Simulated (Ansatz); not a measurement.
**Fields on a plane of Zr (hcp, Mg type)**

```
CELL_PARAMETERS angstrom
      3.24591     0.00000     0.00000
     -1.62295     2.81104     0.00000
      0.00000     0.00000     5.15116
ATOMIC_POSITIONS crystal
  Zr 0.33333 0.66667 0.75000
  Zr 0.66667 0.33333 0.25000
```

The slice is a (0001) plane (indices of the conventional cell) through the point (0.333, 0.667, 0.750) (fractional), spanned by u = [110] and v = [1 -1 0] in vectors of this cell: u (3.25 Å) and v (5.62 Å, at 90° to u). It covers one period; positions are fractions (u, v).

Atoms on it: Zr at (0.00, 0.00); Zr at (0.50, 0.50).

Level of theory: r2SCAN (plane waves to 500 eV, PAW, scalar-relativistic; Ansatz, a program for electronic structure). k mesh 16×16×9. Near the nuclei the fields are pseudised (PAW); where an atom keeps semicore shells as valence, they peak there. The PAW data are Ansatz's earlier set. Zr is run without spin polarisation. Zr was relaxed with its symmetry unable to fall.

```
|xxxxxxxx  ++##++  xxxxxx|
|xxxxxxxx..##%%##..xxxxxx|
|xxxx    ++%%@@%%++    xx|
|    ..==##@@@@@@##==..  |
|++++++**************++++|
|####**==..      ..==**##|
|%%##==    xxxxxx    ==##|
|##++  xxxxxxxxxxxxxx  ++|
|**==  xxxxxxxxxxxxxx  ==|
|**==  xxxxxxxxxxxxxx  ==|
|##++  xxxxxxxxxxxxxx  ++|
|%%##..xxxxxxxxxxxxxx..##|
|@@%%++    xxxxxx    ++%%|
|@@@@##==..      ..==##@@|
|********++++++++++******|
|    ..==**######**==..  |
|xxxx    ==##%%##==    xx|
|xxxxxxxx  ++##++  xxxxxx|
|xxxxxxxx  ==**==  xxxxxx|
|xxxxxxxx  ==**==  xxxxxx|
```
Scale: ten equal steps from 2.00 (start of ' ') to 10.48 (end of '@'), in the order ' .:-=+*#%@'. Values: electrostatic potential energy of an electron, from the cell's mean, in eV. The map has 12 points along u (two characters each, u = 0 at the left) and 20 along v (v = 0 in the bottom row). Points within 1 Å of a nucleus are blanked (x), as the pseudised field means little there. Values under 2 eV are set to 2. The zero, the cell's mean, hangs on the PAW cores.

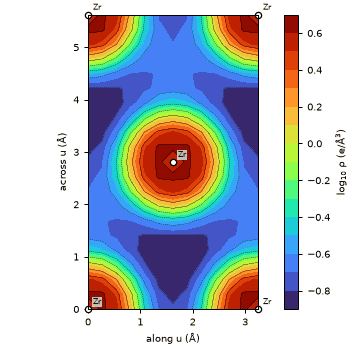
*Log₁₀ of the valence density in e/Å³, one period of the plane, atoms marked. The scale is logarithmic, as a density can span decades between atoms and voids.*

* **Density on the Zr–Zr line (3.25 Å) at its midpoint**: 0.17 e/Å³
* **ELF at that point**: 0.25
